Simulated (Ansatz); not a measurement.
# CH9AsGeSi: rotation by 120° about the C3–As4 bond

Wanted: the energy profile along the rotation by 120° about the C3–As4 bond, from relaxed end points and a band of images. SMILES of the start: [GeH3][SiH2]C[AsH2].

All numbers below are computed with Ansatz 0.2.0 (RKS PBE/def2-SVP).

## Step 1: The starting structure

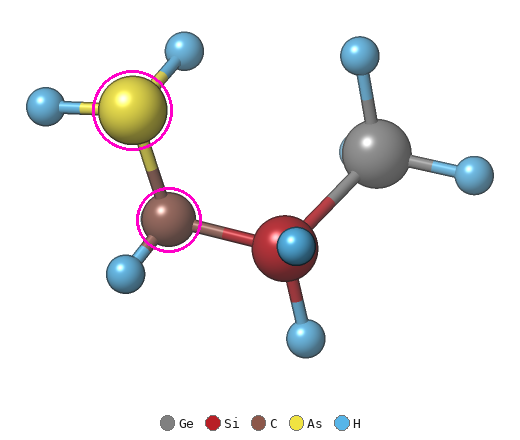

Start, viewed from a free direction; germanium grey, silicon red, carbon brown, arsenic yellow, hydrogen blue. Ringed: C3, As4.

Structure file:

```xyz
13

Ge   -1.4629    0.1918    1.3696
Si    0.2497   -1.0660    0.6141
C     1.2455   -0.1060   -0.6344
As    0.2952    0.2446   -2.2507
H    -2.4431    0.5597    0.1479
H    -2.3060   -0.5253    2.4363
H    -0.9317    1.5544    1.9666
H    -0.2251   -2.2706   -0.0201
H     1.1017   -1.4072    1.8052
H     2.1766   -0.7030   -0.8639
H     1.5883    0.8555   -0.1501
H     1.3354    1.1949   -2.8116
H    -0.6032    1.4425   -1.5942
```

## Step 2: Relaxing end A

input.yaml reads:

```yaml
crystal:
  periodic: [false, false, false]
  atoms:
    - { symbol: Ge, position_ang: [-1.4629, 0.1918, 1.3696] }
    - { symbol: Si, position_ang: [0.2497, -1.066, 0.6141] }
    - { symbol: C, position_ang: [1.2455, -0.106, -0.6344] }
    - { symbol: As, position_ang: [0.2952, 0.2446, -2.2507] }
    - { symbol: H, position_ang: [-2.4431, 0.5597, 0.1479] }
    - { symbol: H, position_ang: [-2.306, -0.5253, 2.4363] }
    - { symbol: H, position_ang: [-0.9317, 1.5544, 1.9666] }
    - { symbol: H, position_ang: [-0.2251, -2.2706, -0.0201] }
    - { symbol: H, position_ang: [1.1017, -1.4072, 1.8052] }
    - { symbol: H, position_ang: [2.1766, -0.703, -0.8639] }
    - { symbol: H, position_ang: [1.5883, 0.8555, -0.1501] }
    - { symbol: H, position_ang: [1.3354, 1.1949, -2.8116] }
    - { symbol: H, position_ang: [-0.6032, 1.4425, -1.5942] }
basis:
  gaussian: { orbitals: def2-SVP }
hamiltonian:
  xc: pbe
relax:
  f_tol: 0.015
  max_steps: 40
output:
  orbitals: {}
```

Started as:

```sh
$ ansatz run input.yaml --threads 2 --pin off --max-ram 3072MiB --backend cpu --events-out ev --progress --plain --runs-dir out
```

The log of the run:

```text
Warning: RAYON_NUM_THREADS=2 ignored (pool sized by the plan → 2); use --threads N
The last accepted step is kept in <dir> (removed where the run ends without a failure and the disk answers)
Engine: ansatz 0.2.0, aarch64-unknown-linux-gnu
Functional definition: PBE
  parameter kappa = 0.804
  parameter beta = 0.06672455060314922
  exchange = pbe_x(kappa = kappa, mu = beta*pi^2/3)
  correlation = pbe_c(beta = beta)
1590 factors; their error is unknown
mean field evaluation 1: about -126371.5981 eV, gradient 5.6e1 eV
mean field evaluation 2: about -126356.7801 eV, gradient 8.6e1 eV
mean field evaluation 4: about -126378.6205 eV, gradient 4.3e0 eV
mean field evaluation 8: about -126378.6641 eV, gradient 3.1e-1 eV
mean field evaluation 16: about -126378.5568 eV, gradient 1.8e-4 eV
mean field -126378.55676216 eV, -4644.3262985468 hartree, gradient 6.6e-5 eV, S^2 0.000000; 0 other end points of the search recorded, 0 dependent functions left out
the calculation of the forces begins
reference -126378.55680331 eV, -4644.3263000592 hartree; 47, 47 occupied and 94, 94 virtual orbitals, 1590 factors
relax step   1: F+E_penalty+E_count = -126378.55676216 eV  Δ(F+E_penalty+E_count) = +0.000e0 eV  max|allowed force component| = 1.798e0 eV/Å  Δτ_max = 0.0000 Å  (27 SCF iters, accepted)
these checks for a lower state are left out or cut short: starts, cluster_reference, orbital_swaps, neighbouring_geometries, increment
1590 factors; their error is unknown
mean field -126378.91349297 eV, -4644.3394081623 hartree, gradient 1.8e-5 eV, S^2 0.000000; 0 other end points of the search recorded, 0 dependent functions left out
the calculation of the forces begins
reference -126378.91353489 eV, -4644.3394097028 hartree; 47, 47 occupied and 94, 94 virtual orbitals, 1590 factors
relax step   2: F+E_penalty+E_count = -126378.91349297 eV  Δ(F+E_penalty+E_count) = -3.567e-1 eV  max|allowed force component| = 7.359e-1 eV/Å  Δτ_max = 0.1918 Å  (26 SCF iters, accepted)
these checks for a lower state are left out or cut short: starts, cluster_reference, orbital_swaps, neighbouring_geometries, increment
1590 factors; their error is unknown
mean field evaluation 32: about -126378.9468 eV, gradient 1.5e-5 eV
mean field -126378.94679137 eV, -4644.3406318559 hartree, gradient 1.5e-5 eV, S^2 0.000000; 0 other end points of the search recorded, 0 dependent functions left out
the calculation of the forces begins
reference -126378.94683358 eV, -4644.3406334071 hartree; 47, 47 occupied and 94, 94 virtual orbitals, 1590 factors
relax step   3: F+E_penalty+E_count = -126378.94679137 eV  Δ(F+E_penalty+E_count) = -3.330e-2 eV  max|allowed force component| = 2.024e-1 eV/Å  Δτ_max = 0.0564 Å  (28 SCF iters, accepted)
these checks for a lower state are left out or cut short: starts, cluster_reference, orbital_swaps, neighbouring_geometries, increment
1590 factors; their error is unknown
mean field -126378.95142550 eV, -4644.3408021573 hartree, gradient 1.5e-5 eV, S^2 0.000000; 0 other end points of the search recorded, 0 dependent functions left out
the calculation of the forces begins
reference -126378.95146776 eV, -4644.3408037100 hartree; 47, 47 occupied and 94, 94 virtual orbitals, 1590 factors
relax step   4: F+E_penalty+E_count = -126378.95142550 eV  Δ(F+E_penalty+E_count) = -4.634e-3 eV  max|allowed force component| = 4.425e-2 eV/Å  Δτ_max = 0.0218 Å  (28 SCF iters, accepted)
these checks for a lower state are left out or cut short: starts, cluster_reference, orbital_swaps, neighbouring_geometries, increment
1590 factors; their error is unknown
mean field -126378.95273311 eV, -4644.3408502111 hartree, gradient 1.5e-5 eV, S^2 0.000000; 0 other end points of the search recorded, 0 dependent functions left out
the calculation of the forces begins
reference -126378.95277535 eV, -4644.3408517633 hartree; 47, 47 occupied and 94, 94 virtual orbitals, 1590 factors
relax step   5: F+E_penalty+E_count = -126378.95273311 eV  Δ(F+E_penalty+E_count) = -1.308e-3 eV  max|allowed force component| = 6.532e-2 eV/Å  Δτ_max = 0.0568 Å  (27 SCF iters, accepted)
these checks for a lower state are left out or cut short: starts, cluster_reference, orbital_swaps, neighbouring_geometries, increment
1590 factors; their error is unknown
mean field -126378.95381746 eV, -4644.3408900600 hartree, gradient 1.5e-5 eV, S^2 0.000000; 0 other end points of the search recorded, 0 dependent functions left out
the calculation of the forces begins
reference -126378.95385969 eV, -4644.3408916119 hartree; 47, 47 occupied and 94, 94 virtual orbitals, 1590 factors
relax step   6: F+E_penalty+E_count = -126378.95381746 eV  Δ(F+E_penalty+E_count) = -1.084e-3 eV  max|allowed force component| = 2.550e-2 eV/Å  Δτ_max = 0.0373 Å  (28 SCF iters, accepted)
these checks for a lower state are left out or cut short: starts, cluster_reference, orbital_swaps, neighbouring_geometries, increment
1590 factors; their error is unknown
mean field -126378.95403330 eV, -4644.3408979919 hartree, gradient 1.5e-5 eV, S^2 0.000000; 0 other end points of the search recorded, 0 dependent functions left out
the calculation of the forces begins
reference -126378.95407550 eV, -4644.3408995427 hartree; 47, 47 occupied and 94, 94 virtual orbitals, 1590 factors
relax step   7: F+E_penalty+E_count = -126378.95403330 eV  Δ(F+E_penalty+E_count) = -2.158e-4 eV  max|allowed force component| = 3.845e-2 eV/Å  Δτ_max = 0.0564 Å  (27 SCF iters, accepted)
these checks for a lower state are left out or cut short: starts, cluster_reference, orbital_swaps, neighbouring_geometries, increment
1590 factors; their error is unknown
mean field evaluation 64: about -126378.9542 eV, gradient 3.4e-5 eV
mean field -126378.95419465 eV, -4644.3409039217 hartree, gradient 1.5e-5 eV, S^2 0.000000; 0 other end points of the search recorded, 0 dependent functions left out
the calculation of the forces begins
reference -126378.95423684 eV, -4644.3409054720 hartree; 47, 47 occupied and 94, 94 virtual orbitals, 1590 factors
relax step   8: F+E_penalty+E_count = -126378.95419465 eV  Δ(F+E_penalty+E_count) = -1.614e-4 eV  max|allowed force component| = 2.883e-2 eV/Å  Δτ_max = 0.0104 Å  (29 SCF iters, accepted)
these checks for a lower state are left out or cut short: starts, cluster_reference, orbital_swaps, neighbouring_geometries, increment
1590 factors; their error is unknown
mean field -126378.95430369 eV, -4644.3409079286 hartree, gradient 2.7e-5 eV, S^2 0.000000; 0 other end points of the search recorded, 0 dependent functions left out
the calculation of the forces begins
reference -126378.95434585 eV, -4644.3409094781 hartree; 47, 47 occupied and 94, 94 virtual orbitals, 1590 factors
relax step   9: F+E_penalty+E_count = -126378.95430369 eV  Δ(F+E_penalty+E_count) = -1.090e-4 eV  max|allowed force component| = 4.186e-3 eV/Å  Δτ_max = 0.0110 Å  (20 SCF iters, accepted)
these checks for a lower state are left out or cut short: starts, cluster_reference, orbital_swaps, neighbouring_geometries, increment
1590 factors; their error is unknown
mean field -126378.95437252 eV, -4644.3409104582 hartree, gradient 1.5e-5 eV, S^2 0.000000; 0 other end points of the search recorded, 0 dependent functions left out
the calculation of the forces begins
reference -126378.95441466 eV, -4644.3409120068 hartree; 47, 47 occupied and 94, 94 virtual orbitals, 1590 factors
relax step  10: F+E_penalty+E_count = -126378.95437252 eV  Δ(F+E_penalty+E_count) = -6.883e-5 eV  max|allowed force component| = 7.925e-3 eV/Å  Δτ_max = 0.0193 Å  (28 SCF iters, accepted)
these checks for a lower state are left out or cut short: starts, cluster_reference, orbital_swaps, neighbouring_geometries, increment
1590 factors; their error is unknown
mean field -126378.95440024 eV, -4644.3409114769 hartree, gradient 1.5e-5 eV, S^2 0.000000; 0 other end points of the search recorded, 0 dependent functions left out
the calculation of the forces begins
reference -126378.95444237 eV, -4644.3409130249 hartree; 47, 47 occupied and 94, 94 virtual orbitals, 1590 factors
relax step  11: F+E_penalty+E_count = -126378.95440024 eV  Δ(F+E_penalty+E_count) = -2.772e-5 eV  max|allowed force component| = 1.081e-2 eV/Å  Δτ_max = 0.0210 Å  (28 SCF iters, accepted)
1590 factors; their error is unknown
mean field evaluation 96: about -126379.0650 eV, gradient 3.2e-1 eV
mean field -126378.95440024 eV, -4644.3409114769 hartree, gradient 1.4e-5 eV, S^2 0.000000; 1 other end points of the search recorded, 0 dependent functions left out
the calculation of the forces begins
reference -126378.95444237 eV, -4644.3409130249 hartree; 47, 47 occupied and 94, 94 virtual orbitals, 1590 factors
Total energy: -126378.95444237 eV, -4644.3409130249 hartree
Atom 0 at    -1.566609     0.250911     1.424849 Å, force    -0.004483     0.005643     0.000988 eV/Å
Atom 1 at     0.263410    -1.067660     0.607803 Å, force     0.004391     0.000892    -0.000734 eV/Å
Atom 2 at     1.339073    -0.119140    -0.639997 Å, force    -0.000571    -0.004167     0.010814 eV/Å
Atom 3 at     0.417262     0.271671    -2.378886 Å, force    -0.003199     0.004343    -0.002650 eV/Å
Atom 4 at    -2.617422     0.537501     0.318121 Å, force     0.000778    -0.001372     0.001943 eV/Å
Atom 5 at    -2.288541    -0.483127     2.587548 Å, force     0.001293    -0.000359    -0.001641 eV/Å
Atom 6 at    -1.062320     1.618330     1.965476 Å, force     0.000963    -0.004908    -0.002804 eV/Å
Atom 7 at    -0.283101    -2.319894    -0.030342 Å, force    -0.000944     0.001137     0.001308 eV/Å
Atom 8 at     1.107941    -1.483714     1.787002 Å, force    -0.000041     0.000630    -0.002242 eV/Å
Atom 9 at     2.218354    -0.750719    -0.887497 Å, force     0.002588    -0.000715    -0.001569 eV/Å
Atom 10 at     1.715670     0.813566    -0.175128 Å, force    -0.001069    -0.000356    -0.000710 eV/Å
Atom 11 at     1.364711     1.420579    -2.786520 Å, force    -0.001721    -0.000808     0.000762 eV/Å
Atom 12 at    -0.588027     1.276995    -1.777730 Å, force     0.002015     0.000040    -0.003465 eV/Å
Dipole moment:     0.201362     0.076967     0.009337 e Å
```

Wall time 46 s (2 threads of Arm Neoverse V1, shared host); peak memory 0.2 GiB.

Step by step:

```
step  energy from step 1 (eV)  largest force component (eV/Å)
   1                   0.0000                          1.7980
   2                  -0.3567                          0.7359
   3                  -0.3900                          0.2024
   4                  -0.3947                          0.0442
   5                  -0.3960                          0.0653
   6                  -0.3971                          0.0255
   7                  -0.3973                          0.0385
   8                  -0.3974                          0.0288
   9                  -0.3975                          0.0042
  10                  -0.3976                          0.0079
  11                  -0.3976                          0.0108
```

Step 1 is the start.

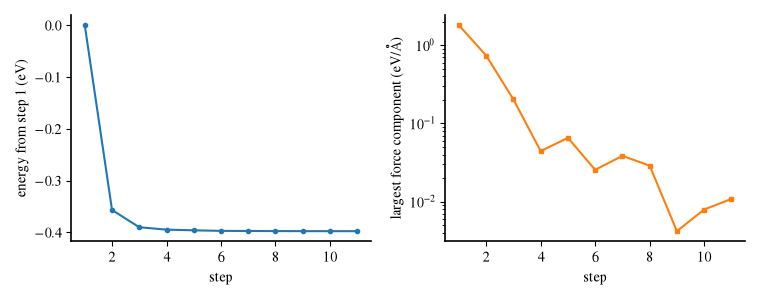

Energy and largest force along the relaxation.

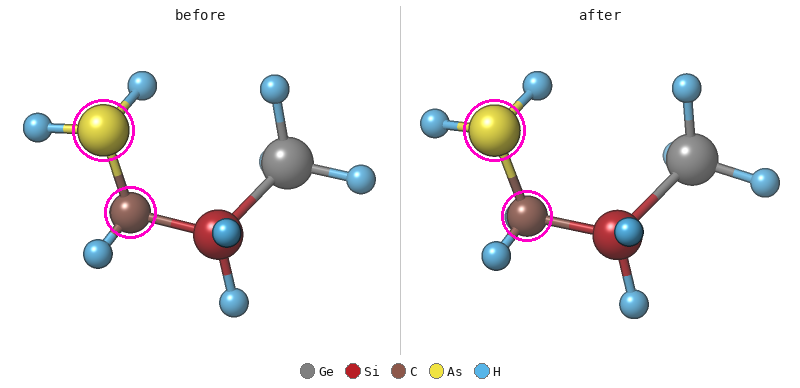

Before and after, at one scale.

After: Bond lengths: Ge1–Si2 2.399 Å, Si2–C3 1.901 Å, C3–As4 2.007 Å, Ge1–H5 1.553 Å, Ge1–H6 1.553 Å, Ge1–H7 1.554 Å, Si2–H8 1.508 Å, Si2–H9 1.509 Å, C3–H10 1.111 Å, C3–H11 1.108 Å, As4–H12 1.544 Å, As4–H13 1.544 Å. Angles (14 of 21 angles, heavy atoms first): Ge1–Si2–C3 112.4°, Si2–C3–As4 114.0°, Ge1–Si2–H8 108.9°, Ge1–Si2–H9 108.2°, C3–Si2–H8 110.0°, C3–Si2–H9 109.5°, Si2–Ge1–H5 112.0°, Si2–Ge1–H6 110.5°, Si2–Ge1–H7 110.8°, Si2–C3–H10 108.1°, Si2–C3–H11 109.7°, As4–C3–H10 106.3°, As4–C3–H11 110.8°, C3–As4–H12 95.3°.

## Step 3: End point B

The second end starts from a geometry with the move made by hand.

Edit input.yaml of step 2 so:

```diff
@@ -14,4 +14,4 @@
     - { symbol: H, position_ang: [1.5883, 0.8555, -0.1501] }
-    - { symbol: H, position_ang: [1.3354, 1.1949, -2.8116] }
-    - { symbol: H, position_ang: [-0.6032, 1.4425, -1.5942] }
+    - { symbol: H, position_ang: [0.28474, -1.19957, -2.71326] }
+    - { symbol: H, position_ang: [1.64465, 0.61891, -3.09447] }
 basis:
@@ -23,3 +23 @@
   max_steps: 40
-output:
-  orbitals: {}
```

Started as:

```sh
$ ansatz run input.yaml --threads 2 --pin off --max-ram 3072MiB --backend cpu --events-out ev --progress --plain --runs-dir out
```

The log of the run, shortened:

```text
Warning: RAYON_NUM_THREADS=2 ignored (pool sized by the plan → 2); use --threads N
[...]
[... 1 set-up line as earlier in the session ...]
[...]
1590 factors; their error is unknown
[...]
mean field -126378.55793023 eV, -4644.3263414726 hartree, gradient 6.5e-5 eV, S^2 0.000000; 0 other end points of the search recorded, 0 dependent functions left out
[...]
reference -126378.55797216 eV, -4644.3263430135 hartree; 47, 47 occupied and 94, 94 virtual orbitals, 1590 factors
[...]
Atom 8 at     1.150673    -1.388355     1.878024 Å, force     0.001155    -0.001250     0.002117 eV/Å
Atom 9 at     2.246522    -0.821006    -0.921818 Å, force     0.000141     0.000350     0.000765 eV/Å
Atom 10 at     1.838521     0.741179    -0.144721 Å, force     0.003426     0.003302     0.003690 eV/Å
Atom 11 at     0.028151    -0.941792    -2.727857 Å, force    -0.000579     0.003797    -0.003375 eV/Å
Atom 12 at     1.611943     0.527405    -3.168106 Å, force     0.002671    -0.002148     0.004048 eV/Å
Dipole moment:     0.232070    -0.039615    -0.046122 e Å
```

Run time: 54 s. Hardware: 2 threads of Arm Neoverse V1, shared host; peak memory 0.2 GiB.

Step by step:

```
step  energy from step 1 (eV)  largest force component (eV/Å)
   1                   0.0000                          1.9084
   2                  -0.3458                          0.8567
   3                  -0.3879                          0.1442
   4                  -0.3926                          0.0680
   5                  -0.3947                          0.0332
   6                  -0.3955                          0.0695
   7                  -0.3961                          0.0577
   8                  -0.3969                          0.0473
   9                  -0.3972                          0.0373
  10                  -0.3975                          0.0357
  11                  -0.3976                          0.0268
  12                  -0.3978                          0.0176
  13                  -0.3978                          0.0088
```

Step 1 is the start.

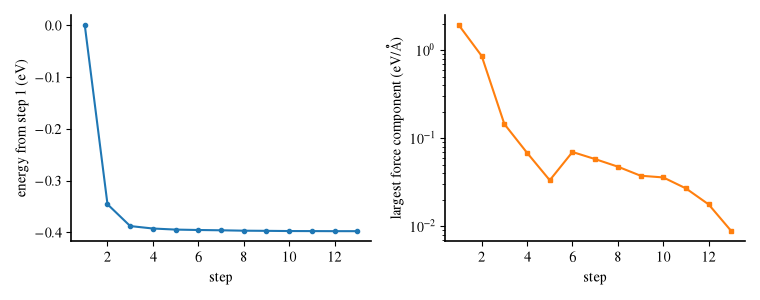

Energy and largest force along the relaxation.

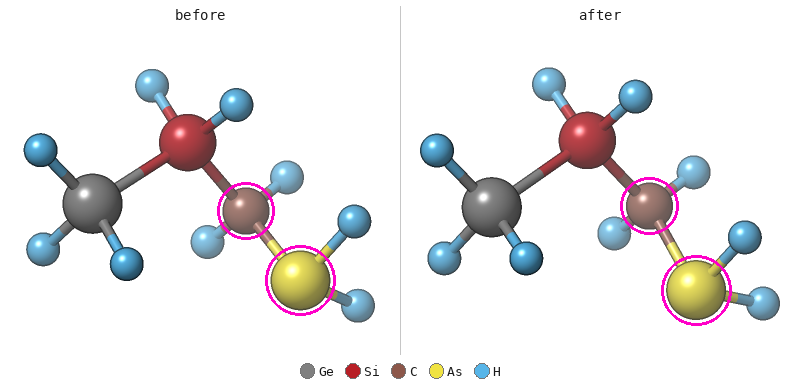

The structure before (left) and after (right), drawn at the same scale.

After: Bond lengths: Ge1–Si2 2.400 Å, Si2–C3 1.900 Å, C3–As4 2.007 Å, Ge1–H5 1.552 Å, Ge1–H6 1.553 Å, Ge1–H7 1.554 Å, Si2–H8 1.508 Å, Si2–H9 1.509 Å, C3–H10 1.108 Å, C3–H11 1.110 Å, As4–H12 1.543 Å, As4–H13 1.544 Å. Angles (14 of 21 angles, heavy atoms first): Ge1–Si2–C3 112.5°, Si2–C3–As4 113.7°, Ge1–Si2–H8 108.8°, Ge1–Si2–H9 108.5°, C3–Si2–H8 109.6°, C3–Si2–H9 109.6°, Si2–Ge1–H5 111.9°, Si2–Ge1–H6 110.3°, Si2–Ge1–H7 110.8°, Si2–C3–H10 109.1°, Si2–C3–H11 108.8°, As4–C3–H10 110.8°, As4–C3–H11 106.4°, C3–As4–H12 94.9°.

## Step 4: The band

crystal.atoms is end A as relaxed above, and neb.final_atoms is end B, turned to lie on A. With 7 inner images the band has 9 in all.

input.yaml reads:

```yaml
crystal:
  periodic: [false, false, false]
  atoms:
    - { symbol: Ge, position_ang: [-1.566609, 0.250911, 1.424849] }
    - { symbol: Si, position_ang: [0.26341, -1.06766, 0.607803] }
    - { symbol: C, position_ang: [1.339073, -0.11914, -0.639997] }
    - { symbol: As, position_ang: [0.417262, 0.271671, -2.378886] }
    - { symbol: H, position_ang: [-2.617422, 0.537501, 0.318121] }
    - { symbol: H, position_ang: [-2.288541, -0.483127, 2.587548] }
    - { symbol: H, position_ang: [-1.06232, 1.61833, 1.965476] }
    - { symbol: H, position_ang: [-0.283101, -2.319894, -0.030342] }
    - { symbol: H, position_ang: [1.107941, -1.483714, 1.787002] }
    - { symbol: H, position_ang: [2.218354, -0.750719, -0.887497] }
    - { symbol: H, position_ang: [1.71567, 0.813566, -0.175128] }
    - { symbol: H, position_ang: [1.364711, 1.420579, -2.78652] }
    - { symbol: H, position_ang: [-0.588027, 1.276995, -1.77773] }
basis:
  gaussian: { orbitals: def2-SVP }
hamiltonian:
  xc: pbe
neb:
  order_check: false
  images: 7
  f_tol: 0.05
  max_iterations: 50
  initial_path: idpp
  final_atoms:
    - { symbol: Ge, position_ang: [-1.63158022, 0.1710291, 1.54470857] }
    - { symbol: Si, position_ang: [0.24910237, -0.96057396, 0.57450894] }
    - { symbol: C, position_ang: [1.30210522, 0.18359422, -0.51815426] }
    - { symbol: As, position_ang: [0.24961755, 1.13240097, -1.93935433] }
    - { symbol: H, position_ang: [-2.66367416, 0.60644192, 0.47002263] }
    - { symbol: H, position_ang: [-2.35688417, -0.75992364, 2.5546688] }
    - { symbol: H, position_ang: [-1.17401006, 1.44309778, 2.3111922] }
    - { symbol: H, position_ang: [-0.25407802, -2.12188668, -0.2455257] }
    - { symbol: H, position_ang: [1.09815916, -1.518504, 1.6897835] }
    - { symbol: H, position_ang: [2.13030797, -0.40190855, -0.96535654] }
    - { symbol: H, position_ang: [1.75171787, 0.97291534, 0.11967587] }
    - { symbol: H, position_ang: [-0.13155331, -0.1530879, -2.70305842] }
    - { symbol: H, position_ang: [1.45117078, 1.37170441, -2.87841227] }
```

Started as:

```sh
$ ansatz run input.yaml --threads 2 --pin off --max-ram 3072MiB --backend cpu --events-out ev --progress --plain --runs-dir out
```

The log of the run, shortened:

```text
Warning: RAYON_NUM_THREADS=2 ignored (pool sized by the plan → 2); use --threads N
[...]
[... 1 set-up line as earlier in the session ...]
[...]
1590 factors; their error is unknown
[...]
mean field -126378.95439641 eV, -4644.3409113359 hartree, gradient 2.3e-5 eV, S^2 0.000000; 0 other end points of the search recorded, 0 dependent functions left out
[...]
reference -126378.95443856 eV, -4644.3409128849 hartree; 47, 47 occupied and 94, 94 virtual orbitals, 1590 factors
[...]
1590 factors; their error is unknown
[...]
mean field -126378.94605055 eV, -4644.3406046312 hartree, gradient 1.5e-5 eV, S^2 0.000000; 0 other end points of the search recorded, 0 dependent functions left out
[...]
reference -126378.94609284 eV, -4644.3406061854 hartree; 47, 47 occupied and 94, 94 virtual orbitals, 1590 factors
[...]
1590 factors; their error is unknown
mean field -126378.92128170 eV, -4644.3396943930 hartree, gradient 1.6e-5 eV, S^2 0.000000; 0 other end points of the search recorded, 0 dependent functions left out
```

## Step 5: The log goes on: band between the two ends

Output, continued, shortened:

```text
[...]
reference -126378.92132415 eV, -4644.3396959529 hartree; 47, 47 occupied and 94, 94 virtual orbitals, 1590 factors
[...]
1590 factors; their error is unknown
mean field -126378.89097028 eV, -4644.3385804688 hartree, gradient 1.6e-5 eV, S^2 0.000000; 0 other end points of the search recorded, 0 dependent functions left out
[...]
Atom 9 at     2.222562    -0.039405    -0.829052 Å, force    -0.000172     0.001605     0.000481 eV/Å
Atom 10 at     1.397208     1.238214     0.103744 Å, force    -0.003761    -0.003746     0.002289 eV/Å
Atom 11 at     1.257697     0.702981    -3.120385 Å, force    -0.001591    -0.001222     0.011788 eV/Å
Atom 12 at     0.263991     2.296214    -1.981269 Å, force     0.002468    -0.007374     0.001169 eV/Å
Dipole moment:     0.239737     0.104032    -0.029439 e Å
this run last wrote the band of iteration 4 to <dir>
```

Wall time 2.2 min (2 threads of Arm Neoverse V1, shared host); peak memory 0.2 GiB.

(Part 1 of 2 ends here.)
